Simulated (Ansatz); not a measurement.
**GaH₄N···HF: density, localisation and related maps**

```json
{"atom": "Ga", "x (Å)": "0.0000", "y (Å)": "-0.0506", "z (Å)": "0.1721"}
{"atom": "N", "x (Å)": "-0.0139", "y (Å)": "0.0491", "z (Å)": "2.0555"}
{"atom": "H", "x (Å)": "-0.7901", "y (Å)": "-0.3372", "z (Å)": "2.5627"}
{"atom": "H", "x (Å)": "0.8292", "y (Å)": "-0.1483", "z (Å)": "2.5644"}
{"atom": "H", "x (Å)": "1.4073", "y (Å)": "-0.0274", "z (Å)": "-0.5125"}
{"atom": "H", "x (Å)": "-1.3742", "y (Å)": "-0.3479", "z (Å)": "-0.5157"}
{"atom": "F", "x (Å)": "-0.2717", "y (Å)": "2.2617", "z (Å)": "0.8055"}
{"atom": "H", "x (Å)": "-0.2054", "y (Å)": "1.7516", "z (Å)": "1.5894"}
```

Computed with RHF/def2-SVP in Ansatz.

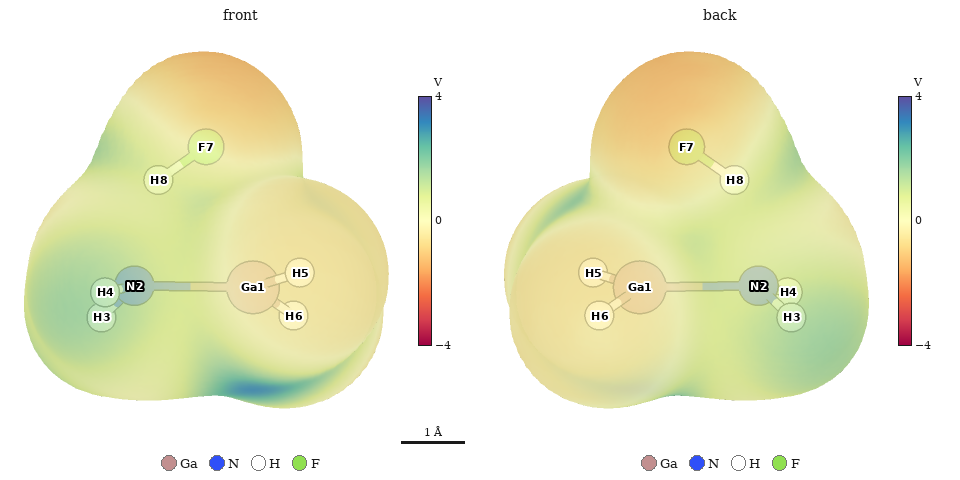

Figure 1. The electrostatic potential painted on the density surface at 0.002 e/bohr³, seen from the front and from behind; red is negative and blue positive.

> Which sites attract a positive test charge, and which a negative one?

A positive charge is drawn to the negative regions and a negative charge to the positive ones. The most negative region (about −1.3 V) lies over F7, the most positive (about +2.9 V) over Ga1.

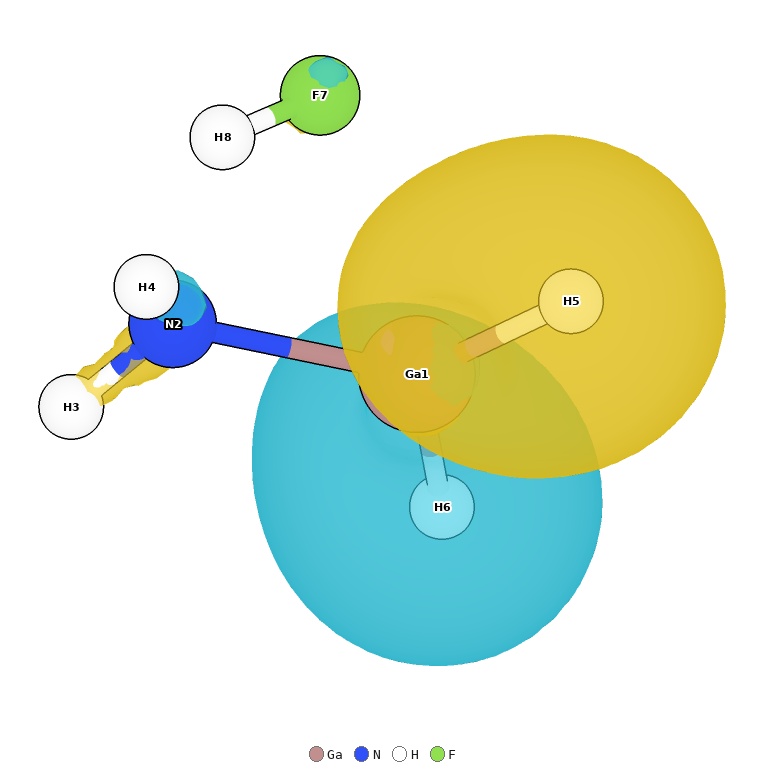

Figure 2. The HOMO−1 at ±0.1 Å⁻³ᐟ² (yellow and cyan are the two phases), seen at a tilt.

> Describe this orbital and give its energy.

By Hirshfeld shares it lies mainly on Ga1 (about 40 %), H5 (about 30 %) and H6 (about 30 %). Its energy is −11.65 eV.

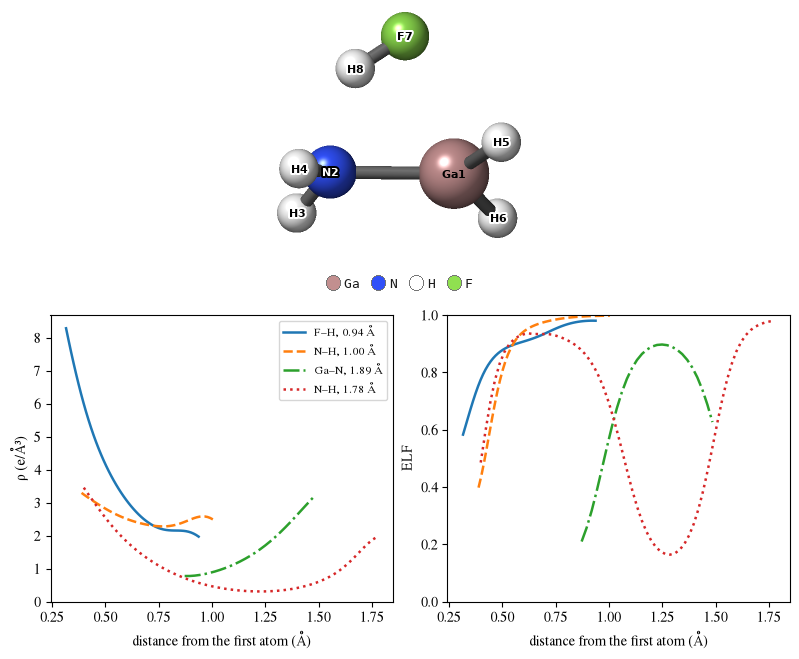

Figure 3. Total electron density and ELF along straight lines between neighbouring atoms. The curves leave out the atomic cores. The structure is drawn too.

> Compare the contacts.

F–H (0.94 Å): ρ at the midpoint is about 4.6 e/Å³; the ELF climbs to about 1 towards the hydrogen, as it does in any bond to H: an ordinary covalent bond to hydrogen.
N–H (1.00 Å): ρ is about 2.8 e/Å³ halfway; the ELF climbs to about 1 towards the hydrogen (an ordinary covalent bond to hydrogen).
Ga–N (1.89 Å): ρ at the midpoint is about 0.81 e/Å³; the ELF peaks at about 0.90 in the valence shell of N, 0.6 Å from its nucleus, and is about 0.40 at the midpoint.
N2···H8 (1.78 Å): the density falls to about 0.31 e/Å³ on the way; the ELF dips to about 0.15 between them (a closed-shell contact with the geometry of a hydrogen bond).
